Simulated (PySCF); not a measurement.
Consider C5H4N2S.

Input file:

```
{"job": {"kind": "uv", "xc": "B3LYP", "basis": "def2-SVPD", "nstates": 8, "ntriplets": 3}, "charge": 0, "multiplicity": 1}
C     -1.471763    -0.308900    -0.690947
C     -0.648682     0.215540     0.450463
S     -0.027850    -0.951389     1.683266
C      0.848862     0.061095     0.420961
C      1.660225     1.118148     0.936230
N      2.294193     1.971824     1.355361
C      1.455782    -0.676830    -0.640665
N      1.936435    -1.275058    -1.487695
H     -1.454498     0.402787    -1.516069
H     -1.084024    -1.262551    -1.044467
H     -2.503825    -0.443994    -0.373580
H     -1.003657     1.148643     0.881114
```

Run with:

```sh
OMP_NUM_THREADS=1 python probes_run.py task.json out
```

Geometry: GFN2-xTB.

These are results of PySCF, B3LYP/def2-SVPD, SCF density, gas phase, not measurements.

### What will maps of the electron density and electron localisation function show?

C–N (1.14 Å): ρ at the midpoint is about 3.6 e/Å³; the ELF peaks at about 0.85 between the atoms: a short, multiple covalent bond.
C–C (1.43 Å): ρ is about 1.9 e/Å³ halfway; the ELF peaks at about 0.95 between the atoms: localised, covalent bonding.
C–C (1.50 Å): the density is about 1.7 e/Å³ at the midpoint; the ELF peaks at about 0.95 between the atoms: a covalent bond.

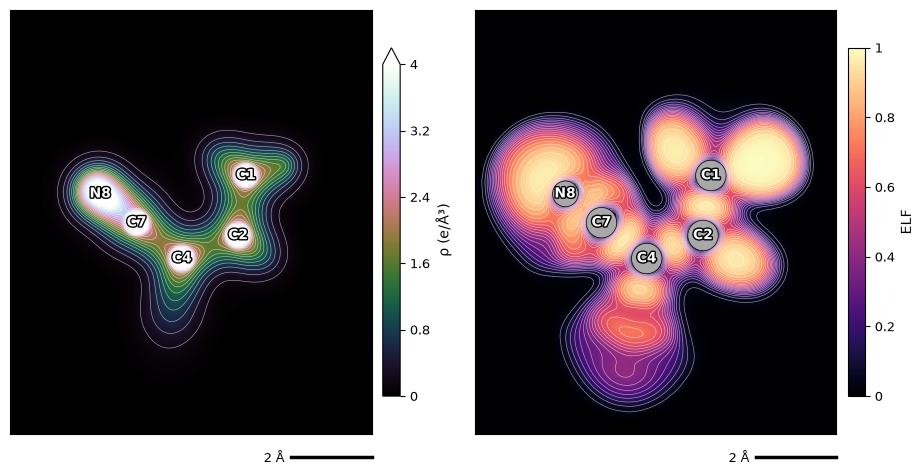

Computed electron density and electron localisation function on the plane of atoms C2, C4 and C7, in this order. Grey discs cover the atomic cores in the ELF map. 
